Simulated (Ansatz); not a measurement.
# AlSiHO (singlet): from a generated start to a stationary point

Aim: relax a generated start of AlSiHO (singlet) and see which bonds hold.

Method: RKS PBE0/def2-TZVP; program: Ansatz 0.2.0, Gaussian basis.

### Step 1. Where the work starts

4 atoms, charge 0, spin multiplicity 1.

Atoms are counted from 1 here; the program's logs count them from 0.

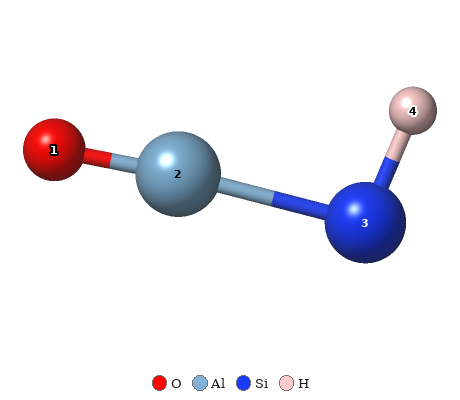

As it starts; oxygen red, aluminium light blue, silicon blue, hydrogen pink; atoms are numbered from 1 in the order of the file.

The start was built by rule and, where that kept it together, relaxed with GFN2-xTB. Sticks and bond lists go by distance. 

### Step 2. The run

in.yaml

```yaml
crystal:
  periodic: [false, false, false]
  atoms:
    - {symbol: O, position_ang: [-2.077035, -0.737373, -0.001619]}
    - {symbol: Al, position_ang: [-0.600688, -0.184753, -0.000051]}
    - {symbol: Si, position_ang: [1.707214, 0.524683, 0.000138]}
    - {symbol: H, position_ang: [1.479118, 2.030346, 0.023198]}
basis:
  gaussian: {orbitals: def2-TZVP}
hamiltonian: {xc: pbe0}
relax: {f_tol: 0.004, max_steps: 80}
```

Command:

```console
$ ansatz run in.yaml --threads 1 --pin off --events-out ev --progress --plain --max-ram 2176MiB
```

Before running it: what results should come out? Wanted: energy gained; shift from the start; total energy; dipole moment.

The runs gave:

| quantity | value |
| --- | --- |
| steps | 7 |
| energy gained | 0.107 eV |
| shift from the start (rms) | 0.113 Å |
| total energy | -16528.1117 eV |
| dipole moment | 5.94 D |

What this shows: The bonds of the start are those of the end. Al2–Si3 went from 2.414 to 2.506 Å. No vibrations were run, so this is a stationary point, not a proven minimum, and this spin need not be the ground state's.
